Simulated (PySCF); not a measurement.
**C₄H₁₀BCl₂NSi: density, localisation and related maps**

```yaml
atoms:
  - { symbol: Si, position_ang: [0.3379, 0.4192, -1.8345] }
  - { symbol: N, position_ang: [-0.8484, -0.6907, -1.2365] }
  - { symbol: C, position_ang: [-0.9268, -1.2189, 0.1056] }
  - { symbol: C, position_ang: [-2.4310, -1.2087, 0.4112] }
  - { symbol: C, position_ang: [-3.1162, -1.3518, -0.9666] }
  - { symbol: B, position_ang: [-4.0984, -0.2102, -1.3695] }
  - { symbol: Cl, position_ang: [-3.7382, 1.4680, -0.9944] }
  - { symbol: Cl, position_ang: [-5.5382, -0.5413, -2.3187] }
  - { symbol: C, position_ang: [-1.9252, -1.2693, -1.9888] }
  - { symbol: H, position_ang: [-0.2826, 1.1761, -2.9638] }
  - { symbol: H, position_ang: [0.7285, 1.3314, -0.7165] }
  - { symbol: H, position_ang: [1.5977, -0.2120, -2.3530] }
  - { symbol: H, position_ang: [-0.5299, -2.2537, 0.1624] }
  - { symbol: H, position_ang: [-0.3417, -0.6063, 0.8094] }
  - { symbol: H, position_ang: [-2.7252, -2.0136, 1.1002] }
  - { symbol: H, position_ang: [-2.7012, -0.2529, 0.8831] }
  - { symbol: H, position_ang: [-3.6160, -2.3253, -1.0740] }
  - { symbol: H, position_ang: [-1.6978, -2.2939, -2.3459] }
  - { symbol: H, position_ang: [-2.1453, -0.6667, -2.8872] }
```

Geometry: PBE0-D3(BJ)/def2-SVP.

These are results of PySCF 2.14.0, wB97X-D/def2-SVPD, SCF density, gas phase, not measurements.

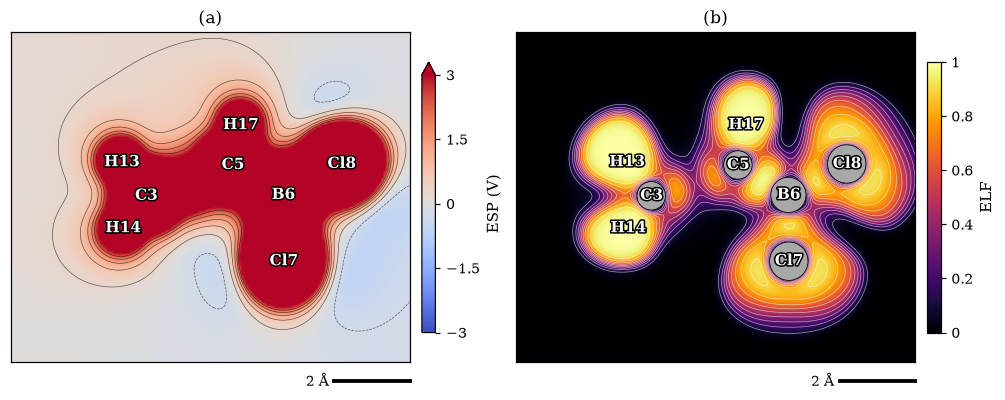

Figure 1. (a) molecular electrostatic potential; (b) electron localisation function on the plane of atoms C5, B6 and Cl7. Grey discs cover the atomic cores in the ELF map.

> What do the fields say about this system?

The section cuts through C, B, Cl and H sites. C–B (1.56 Å): the ELF peaks at about 1 between the atoms, as expected for a shared electron pair. B–Cl (1.76 Å): the ELF peaks at about 0.90 between the atoms (a shared but strongly polarised pair). C–H (1.10 Å): the ELF climbs to about 1 towards the hydrogen, as it does in any bond to H (an ordinary covalent bond to hydrogen). The ELF also peaks beside Cl7 and Cl8, away from the bonds: lone-pair regions. Outside the dense part of the molecule the potential is most negative (−0.6 V) near Cl7.

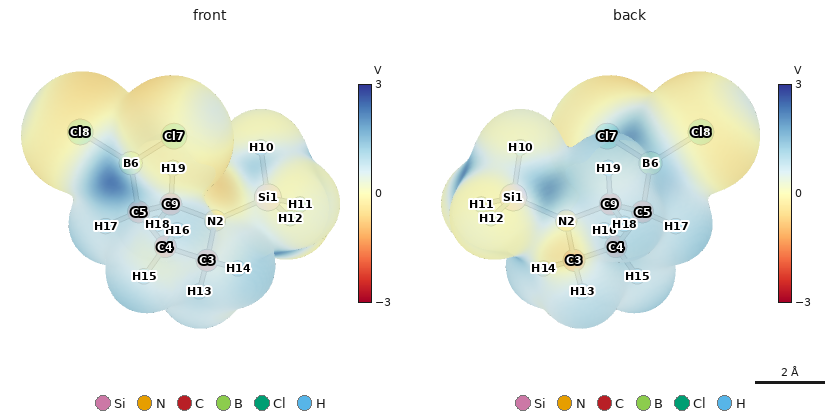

Figure 2. The molecular electrostatic potential painted on the density surface at 0.004 e/bohr³, seen from the front and from behind; the colour scale runs from red (negative) to blue (positive).

> Where is the surface potential most negative and most positive?

The most negative region (about −0.5 V, or −12 kcal/mol for a unit charge) lies over N2, Cl7 and Cl8, the most positive (about +2.0 V, or +46 kcal/mol for a unit charge) over Si1 and B6. Cl7 shows a σ-hole: about +0.5 V, or +12 kcal/mol for a unit charge at the tip opposite its bond, against about −0.2 V on its flanks. Cl8 shows a σ-hole: about +0.5 V, or +12 kcal/mol for a unit charge at the tip opposite its bond, against about −0.2 V on its flanks.
